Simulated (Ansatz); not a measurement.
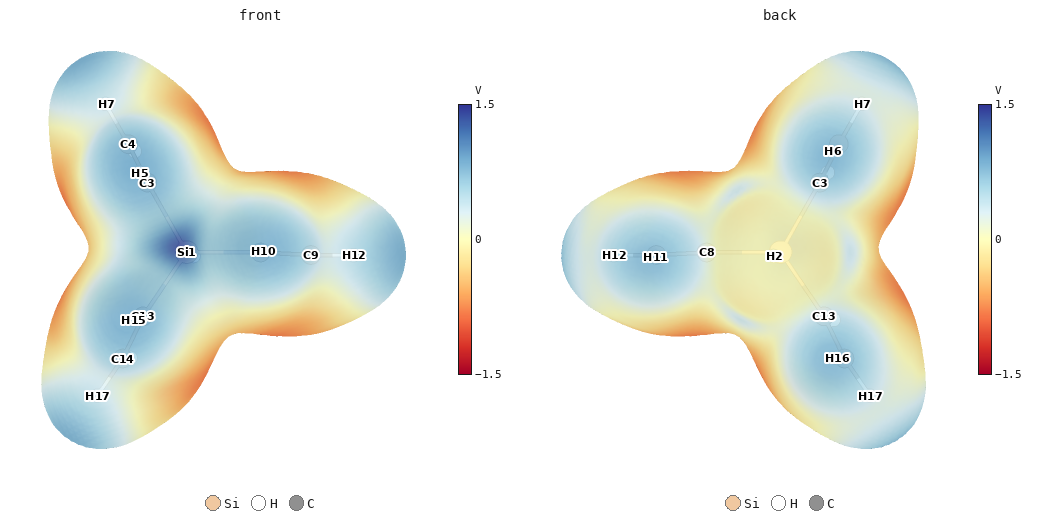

C₆H₁₀Si (SiH(vinyl)3). The molecular electrostatic potential painted on the density surface at 0.002 e/bohr³, seen from the front and from behind; red is negative and blue positive.

Geometry: B3LYP-D4/def2-SVP.

The calculation used Ansatz, RKS PBE0-D4/def2-TZVP.

```xyz
17

Si    0.0005    0.0021    0.0944
H     0.0191    0.0070    1.5879
C     1.7431   -0.2874   -0.5398
C     2.8056   -0.4808    0.2536
H     1.9073   -0.3005   -1.6271
H     2.7180   -0.4809    1.3466
H     3.8129   -0.6487   -0.1453
C    -0.6339    1.6591   -0.5176
C    -0.9850    2.6705    0.2885
H    -0.7249    1.8145   -1.6025
H    -0.9211    2.5883    1.3800
H    -1.3524    3.6284   -0.0981
C    -1.1308   -1.3723   -0.5006
C    -1.8079   -2.1907    0.3165
H    -1.2485   -1.5190   -1.5841
H    -1.7395   -2.1041    1.4074
H    -2.4625   -2.9856   -0.0599
```

> Where is the surface potential most negative and most positive?

The most negative region (about −0.8 V) lies over the π face of the C atoms, the most positive (about +1.1 V) over Si1.
